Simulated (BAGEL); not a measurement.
# One shape, several levels: doublet C2H5AlSi+

We compute a comparison of 4 runs (UHF/STO-3G, ROHF/6-31G*, UHF/6-31G*, ROHF/cc-pVDZ) of doublet C2H5AlSi+. 

The calculation is run with BAGEL 1.2.2.

### Step 1. Starting point

C2H5AlSi+: 9 atoms, total charge +1, spin state doublet. SMILES of the parent species: `[AlH2][C]#C[SiH3]`. Geometry: a GFN2-xTB relaxation, a rough one for these elements and not checked as a minimum. That shape belongs to the parent species and isn't relaxed for this state.

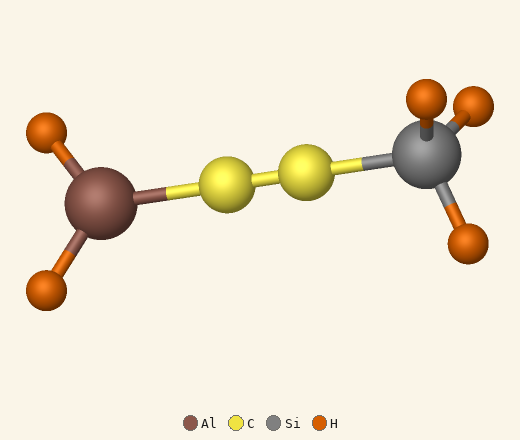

The structure, seen from a chosen angle (aluminium brown, carbon yellow, silicon grey, hydrogen orange).

### Step 2. The energy at UHF/STO-3G (density fitting with qzvpp-jkfit) (run 1)

File job.json:

```json
{ "bagel": [

{
  "title": "molecule",
  "basis": "sto-3g",
  "df_basis": "qzvpp-jkfit",
  "angstrom": "true",
  "geometry": [
    { "atom": "Al", "xyz": [   -0.616830,    2.371580,   -1.277520 ] },
    { "atom": "C", "xyz": [   -0.186090,    0.704560,   -0.376640 ] },
    { "atom": "C", "xyz": [    0.087650,   -0.346640,    0.186330 ] },
    { "atom": "Si", "xyz": [    0.504000,   -1.936970,    1.043990 ] },
    { "atom": "H", "xyz": [   -0.791060,    2.477120,   -2.816330 ] },
    { "atom": "H", "xyz": [   -0.816890,    3.709690,   -0.517070 ] },
    { "atom": "H", "xyz": [   -0.185130,   -3.022820,    0.341490 ] },
    { "atom": "H", "xyz": [    1.957090,   -2.115900,    0.983090 ] },
    { "atom": "H", "xyz": [    0.047260,   -1.840610,    2.432660 ] }
  ]
},
{ "title": "uhf", "charge": 1, "nopen": 1 },
{ "title": "print", "file": "orbitals.molden", "orbitals": "true" }

]}
```

On the command line:

```
$ BAGEL_NUM_THREADS=1 BAGEL job.json > job.out
```

The program printed:

```text
* using 1 threads per process

  ===============================================================
  ===============================================================

  *** Geometry ***

  { "atom" : "Al", "xyz" : [     -1.165640,      4.481637,     -2.414163 ] },
  { "atom" : "C", "xyz" : [     -0.351659,      1.331425,     -0.711746 ] },
  { "atom" : "C", "xyz" : [      0.165634,     -0.655055,      0.352113 ] },
  { "atom" : "Si", "xyz" : [      0.952422,     -3.660343,      1.972855 ] },
  { "atom" : "H", "xyz" : [     -1.494887,      4.681078,     -5.322092 ] },
  { "atom" : "H", "xyz" : [     -1.543698,      7.010298,     -0.977121 ] },
  { "atom" : "H", "xyz" : [     -0.349845,     -5.712302,      0.645323 ] },
  { "atom" : "H", "xyz" : [      3.698364,     -3.998472,      1.857771 ] },
  { "atom" : "H", "xyz" : [      0.089308,     -3.478249,      4.597061 ] },

  Number of auxiliary basis functions:      496

  Since a DF basis is specified, we compute 2- and 3-index integrals:
    o Being stored without compression. Storage requirement is 0.004 GB

  Number of basis functions:       33
  Number of electrons      :       44

    * METHOD: MOLECULE                             0.19

  *** Open-shell HF ***

  === Nuclear Repulsion ===
   148.5544864022

      * DIIS with orbital gradients will be used.

  === UHF iteration (sto-3g) ===
      0       -601.98082744          0.02067468           0.05
      1       -602.04551349          0.00547701           0.05
      2       -602.05239770          0.00240304           0.05
      3       -602.05429515          0.00097149           0.05
      4       -602.05450799          0.00037602           0.05
      5       -602.05459301          0.00011441           0.05
      6       -602.05461439          0.00006172           0.05
      7       -602.05462869          0.00004030           0.05
      8       -602.05463865          0.00001847           0.06
      9       -602.05464531          0.00000893           0.05
     10       -602.05464999          0.00000675           0.05
     11       -602.05465636          0.00000468           0.05
     12       -602.05466186          0.00000268           0.05
     13       -602.05466588          0.00000149           0.05
     14       -602.05466659          0.00000157           0.05
     15       -602.05466704          0.00000167           0.05
     16       -602.05466630          0.00000184           0.06
     17       -602.05466847          0.00000051           0.05
     18       -602.05466869          0.00000029           0.05
     19       -602.05466871          0.00000016           0.05
     20       -602.05466871          0.00000010           0.05
     21       -602.05466871          0.00000009           0.05
     22       -602.05466871          0.00000008           0.05
     23       -602.05466871          0.00000008           0.05
     24       -602.05466871          0.00000007           0.05
     25       -602.05466871          0.00000007           0.05
     26       -602.05466871          0.00000006           0.05
     27       -602.05466871          0.00000005           0.05
     28       -602.05466871          0.00000004           0.05
     29       -602.05466871          0.00000002           0.05
     30       -602.05466871          0.00000001           0.05
     31       -602.05466871          0.00000001           0.05
    * SCF iteration converged.

    * S^2 (UHF) is 0.7579

    * Permanent dipole moment:
           (    0.045912,    -0.109069,     0.051309) a.u.

    * METHOD: UHF                                  1.83

    * METHOD: PRINT                                0.00

  ===============================================================
```

Run time: 2.2 s. Hardware: 1 thread of Arm Neoverse V2, shared host.

### Step 3. The energy at ROHF/6-31G(d) (density fitting with qzvpp-jkfit, spherical functions) (run 2)

File job.json:

```json
{ "bagel": [

{
  "title": "molecule",
  "basis": "6-31gs.json",
  "df_basis": "qzvpp-jkfit",
  "angstrom": true,
  "geometry": [
    { "atom": "Al", "xyz": [      -0.616830,       2.371580,      -1.277520 ] },
    { "atom": "C", "xyz": [      -0.186090,       0.704560,      -0.376640 ] },
    { "atom": "C", "xyz": [       0.087650,      -0.346640,       0.186330 ] },
    { "atom": "Si", "xyz": [       0.504000,      -1.936970,       1.043990 ] },
    { "atom": "H", "xyz": [      -0.791060,       2.477120,      -2.816330 ] },
    { "atom": "H", "xyz": [      -0.816890,       3.709690,      -0.517070 ] },
    { "atom": "H", "xyz": [      -0.185130,      -3.022820,       0.341490 ] },
    { "atom": "H", "xyz": [       1.957090,      -2.115900,       0.983090 ] },
    { "atom": "H", "xyz": [       0.047260,      -1.840610,       2.432660 ] }
  ]
},

{
  "title": "rohf",
  "charge": 1,
  "nopen": 1
},

{
  "title": "print",
  "file": "orbitals.molden",
  "orbitals": true
}

]}
```

The basis set 6-31G* is read from a file made from the Basis Set Exchange's data (not shown).

On the command line:

```
$ BAGEL_NUM_THREADS=1 BAGEL job.json > job.out
```

The program printed:

```text
* using 1 threads per process

  ===============================================================
  ===============================================================

  *** Geometry ***

  { "atom" : "Al", "xyz" : [     -1.165640,      4.481637,     -2.414163 ] },
  { "atom" : "C", "xyz" : [     -0.351659,      1.331425,     -0.711746 ] },
  { "atom" : "C", "xyz" : [      0.165634,     -0.655055,      0.352113 ] },
  { "atom" : "Si", "xyz" : [      0.952422,     -3.660343,      1.972855 ] },
  { "atom" : "H", "xyz" : [     -1.494887,      4.681078,     -5.322092 ] },
  { "atom" : "H", "xyz" : [     -1.543698,      7.010298,     -0.977121 ] },
  { "atom" : "H", "xyz" : [     -0.349845,     -5.712302,      0.645323 ] },
  { "atom" : "H", "xyz" : [      3.698364,     -3.998472,      1.857771 ] },
  { "atom" : "H", "xyz" : [      0.089308,     -3.478249,      4.597061 ] },

  Number of auxiliary basis functions:      496

  Since a DF basis is specified, we compute 2- and 3-index integrals:
    o Being stored without compression. Storage requirement is 0.022 GB

  Number of basis functions:       74
  Number of electrons      :       44

    * METHOD: MOLECULE                             0.26

  *** Open-shell HF ***

  === Nuclear Repulsion ===
   148.5544864022

      * DIIS with orbital gradients will be used.

  === ROHF iteration (6-31gs.json) ===
      0       -608.91911630          0.02630407           0.13
      1       -609.02211739          0.01638465           0.13
      2       -609.05471979          0.00743532           0.14
      3       -609.07096479          0.00441112           0.14
      4       -609.08273007          0.00210707           0.14
      5       -609.08590348          0.00057378           0.14
      6       -609.08619101          0.00020518           0.14
      7       -609.08619046          0.00008484           0.14
      8       -609.08619380          0.00006451           0.13
      9       -609.08619976          0.00002995           0.14
     10       -609.08619906          0.00001256           0.14
     11       -609.08619926          0.00000199           0.14
     12       -609.08619932          0.00000061           0.14
     13       -609.08619938          0.00000036           0.14
     14       -609.08619938          0.00000028           0.14
     15       -609.08619938          0.00000026           0.14
     16       -609.08619938          0.00000026           0.14
     17       -609.08619938          0.00000024           0.14
     18       -609.08619939          0.00000018           0.14
     19       -609.08619938          0.00000010           0.14
     20       -609.08619939          0.00000009           0.14
     21       -609.08619939          0.00000005           0.14
     22       -609.08619938          0.00000002           0.14
     23       -609.08619939          0.00000001           0.14
    * SCF iteration converged.

    * S^2 (ROHF) is 0.7500

    * Permanent dipole moment:
           (    0.003322,     0.062916,    -0.042338) a.u.

    * METHOD: ROHF                                 3.49

    * METHOD: PRINT                                0.01

  ===============================================================
```

Run time: 4.2 s. Hardware: 1 thread of Arm Neoverse V2, shared host.

### Step 4. The energy at UHF/6-31G(d) (density fitting with qzvpp-jkfit, spherical functions) (run 3)

File input.json:

```json
{ "bagel": [

{
  "title": "molecule",
  "basis": "6-31gs.json",
  "df_basis": "qzvpp-jkfit",
  "angstrom": true,
  "geometry": [
    { "atom": "Al", "xyz": [   -0.616830,    2.371580,   -1.277520 ] },
    { "atom": "C", "xyz": [   -0.186090,    0.704560,   -0.376640 ] },
    { "atom": "C", "xyz": [    0.087650,   -0.346640,    0.186330 ] },
    { "atom": "Si", "xyz": [    0.504000,   -1.936970,    1.043990 ] },
    { "atom": "H", "xyz": [   -0.791060,    2.477120,   -2.816330 ] },
    { "atom": "H", "xyz": [   -0.816890,    3.709690,   -0.517070 ] },
    { "atom": "H", "xyz": [   -0.185130,   -3.022820,    0.341490 ] },
    { "atom": "H", "xyz": [    1.957090,   -2.115900,    0.983090 ] },
    { "atom": "H", "xyz": [    0.047260,   -1.840610,    2.432660 ] }
  ]
},
{ "title": "uhf", "charge": 1, "nopen": 1 },
{ "title": "print", "file": "orbitals.molden", "orbitals": true }

]}
```

The basis set 6-31G* is read from a file made from the Basis Set Exchange's data (not shown).

On the command line:

```
$ BAGEL_NUM_THREADS=1 BAGEL input.json > input.out
```

The program printed:

```text
* using 1 threads per process

  ===============================================================
  ===============================================================

  *** Geometry ***

  { "atom" : "Al", "xyz" : [     -1.165640,      4.481637,     -2.414163 ] },
  { "atom" : "C", "xyz" : [     -0.351659,      1.331425,     -0.711746 ] },
  { "atom" : "C", "xyz" : [      0.165634,     -0.655055,      0.352113 ] },
  { "atom" : "Si", "xyz" : [      0.952422,     -3.660343,      1.972855 ] },
  { "atom" : "H", "xyz" : [     -1.494887,      4.681078,     -5.322092 ] },
  { "atom" : "H", "xyz" : [     -1.543698,      7.010298,     -0.977121 ] },
  { "atom" : "H", "xyz" : [     -0.349845,     -5.712302,      0.645323 ] },
  { "atom" : "H", "xyz" : [      3.698364,     -3.998472,      1.857771 ] },
  { "atom" : "H", "xyz" : [      0.089308,     -3.478249,      4.597061 ] },

  Number of auxiliary basis functions:      496

  Since a DF basis is specified, we compute 2- and 3-index integrals:
    o Being stored without compression. Storage requirement is 0.022 GB

  Number of basis functions:       74
  Number of electrons      :       44

    * METHOD: MOLECULE                             0.26

  *** Open-shell HF ***

  === Nuclear Repulsion ===
   148.5544864022

      * DIIS with orbital gradients will be used.

  === UHF iteration (6-31gs.json) ===
      0       -608.91911630          0.02630407           0.14
      1       -609.02872044          0.01594909           0.13
      2       -609.06078046          0.00694175           0.14
      3       -609.07394168          0.00379830           0.14
      4       -609.08345761          0.00196576           0.14
      5       -609.08752154          0.00092480           0.14
      6       -609.08798034          0.00026120           0.14
      7       -609.08821766          0.00009115           0.14
      8       -609.08833075          0.00003834           0.14
      9       -609.08835583          0.00001764           0.14
     10       -609.08836582          0.00001018           0.14
     11       -609.08837093          0.00000277           0.14
     12       -609.08837119          0.00000222           0.14
     13       -609.08837131          0.00000157           0.14
     14       -609.08837142          0.00000164           0.14
     15       -609.08837114          0.00000155           0.14
     16       -609.08837114          0.00000164           0.14
     17       -609.08837135          0.00000137           0.14
     18       -609.08837214          0.00000079           0.14
     19       -609.08837240          0.00000029           0.14
     20       -609.08837240          0.00000021           0.14
     21       -609.08837240          0.00000020           0.14
     22       -609.08837240          0.00000020           0.14
     23       -609.08837240          0.00000019           0.14
     24       -609.08837240          0.00000018           0.14
     25       -609.08837240          0.00000017           0.14
     26       -609.08837240          0.00000014           0.14
     27       -609.08837240          0.00000009           0.14
     28       -609.08837240          0.00000005           0.14
     29       -609.08837240          0.00000003           0.14
     30       -609.08837240          0.00000001           0.14
     31       -609.08837240          0.00000001           0.14
    * SCF iteration converged.

    * S^2 (UHF) is 0.7551

    * Permanent dipole moment:
           (    0.005139,     0.057811,    -0.039868) a.u.

    * METHOD: UHF                                  4.53

    * METHOD: PRINT                                0.01

  ===============================================================
```

Wall time 5.1 s (1 thread of Arm Neoverse V2, shared host).

### Step 5. A single-point energy at ROHF/cc-pVDZ (density fitting with qzvpp-jkfit) (run 4)

File input.json:

```json
{ "bagel" : [

{
  "title" : "molecule",
  "basis" : "cc-pvdz.json",
  "df_basis" : "qzvpp-jkfit",
  "angstrom" : true,
  "geometry" : [
    { "atom" : "Al", "xyz" : [   -0.616830,    2.371580,   -1.277520 ] },
    { "atom" : "C", "xyz" : [   -0.186090,    0.704560,   -0.376640 ] },
    { "atom" : "C", "xyz" : [    0.087650,   -0.346640,    0.186330 ] },
    { "atom" : "Si", "xyz" : [    0.504000,   -1.936970,    1.043990 ] },
    { "atom" : "H", "xyz" : [   -0.791060,    2.477120,   -2.816330 ] },
    { "atom" : "H", "xyz" : [   -0.816890,    3.709690,   -0.517070 ] },
    { "atom" : "H", "xyz" : [   -0.185130,   -3.022820,    0.341490 ] },
    { "atom" : "H", "xyz" : [    1.957090,   -2.115900,    0.983090 ] },
    { "atom" : "H", "xyz" : [    0.047260,   -1.840610,    2.432660 ] }
  ]
},
{
  "title" : "rohf",
  "charge" : 1,
  "nopen" : 1
},
{
  "title" : "print",
  "file" : "orbitals.molden",
  "orbitals" : true
}

]}
```

The basis set cc-pVDZ is read from a file made from the Basis Set Exchange's data (not shown).

On the command line:

```
$ BAGEL_NUM_THREADS=1 BAGEL input.json > input.out
```

The program printed:

```text
* using 1 threads per process

  ===============================================================
  ===============================================================

  *** Geometry ***

  { "atom" : "Al", "xyz" : [     -1.165640,      4.481637,     -2.414163 ] },
  { "atom" : "C", "xyz" : [     -0.351659,      1.331425,     -0.711746 ] },
  { "atom" : "C", "xyz" : [      0.165634,     -0.655055,      0.352113 ] },
  { "atom" : "Si", "xyz" : [      0.952422,     -3.660343,      1.972855 ] },
  { "atom" : "H", "xyz" : [     -1.494887,      4.681078,     -5.322092 ] },
  { "atom" : "H", "xyz" : [     -1.543698,      7.010298,     -0.977121 ] },
  { "atom" : "H", "xyz" : [     -0.349845,     -5.712302,      0.645323 ] },
  { "atom" : "H", "xyz" : [      3.698364,     -3.998472,      1.857771 ] },
  { "atom" : "H", "xyz" : [      0.089308,     -3.478249,      4.597061 ] },

  Number of auxiliary basis functions:      496

  Since a DF basis is specified, we compute 2- and 3-index integrals:
    o Being stored without compression. Storage requirement is 0.031 GB

  Number of basis functions:       89
  Number of electrons      :       44

    * METHOD: MOLECULE                             0.27

  *** Open-shell HF ***

  === Nuclear Repulsion ===
   148.5544864022

      * DIIS with orbital gradients will be used.

  === ROHF iteration (cc-pvdz.json) ===
      0       -608.92048461          0.02228995           0.18
      1       -609.02560495          0.01753487           0.18
      2       -609.05437402          0.01103713           0.18
      3       -609.08388762          0.00418099           0.18
      4       -609.09637143          0.00373325           0.18
      5       -609.10150928          0.00350043           0.18
      6       -609.09505122          0.00815670           0.18
      7       -609.11608346          0.00119897           0.18
      8       -609.11684312          0.00031913           0.18
      9       -609.11700620          0.00015435           0.18
     10       -609.11700293          0.00004791           0.18
     11       -609.11700505          0.00001237           0.18
     12       -609.11700625          0.00000842           0.18
     13       -609.11700639          0.00000422           0.18
     14       -609.11700655          0.00000120           0.18
     15       -609.11700659          0.00000058           0.18
     16       -609.11700656          0.00000051           0.18
     17       -609.11700655          0.00000050           0.18
     18       -609.11700655          0.00000049           0.18
     19       -609.11700655          0.00000042           0.18
     20       -609.11700655          0.00000025           0.18
     21       -609.11700656          0.00000018           0.18
     22       -609.11700656          0.00000010           0.18
     23       -609.11700656          0.00000004           0.18
     24       -609.11700656          0.00000001           0.18
     25       -609.11700656          0.00000001           0.18
    * SCF iteration converged.

    * S^2 (ROHF) is 0.7500

    * Permanent dipole moment:
           (   -0.007470,     0.098238,    -0.060632) a.u.

    * METHOD: ROHF                                 4.85

    * METHOD: PRINT                                0.01

  ===============================================================
```

Wall time 5.4 s (1 thread of Arm Neoverse V2, shared host).

### Step 6. Overview of the runs

| run | level | energy (Eh) | ⟨S²⟩ | wall time |
| --- | --- | --- | --- | --- |
| 1 | UHF/STO-3G (density fitting with qzvpp-jkfit) | -602.054669 | 0.758 | 2.2 s |
| 2 | ROHF/6-31G* (density fitting with qzvpp-jkfit, spherical functions) | -609.086199 | 0.750 | 4.2 s |
| 3 | UHF/6-31G* (density fitting with qzvpp-jkfit, spherical functions) | -609.088372 | 0.755 | 5.1 s |
| 4 | ROHF/cc-pVDZ (density fitting with qzvpp-jkfit) | -609.117007 | 0.750 | 5.4 s |

### Step 7. Outcome

| quantity | value |
| --- | --- |
| run 4: total energy | -609.11701 Eh |
| run 4: ⟨S²⟩ | 0.750 |

**Reading.** In run 1 the basis is minimal, so the values are rough. All runs together took 17 s, the longest 5.4 s.
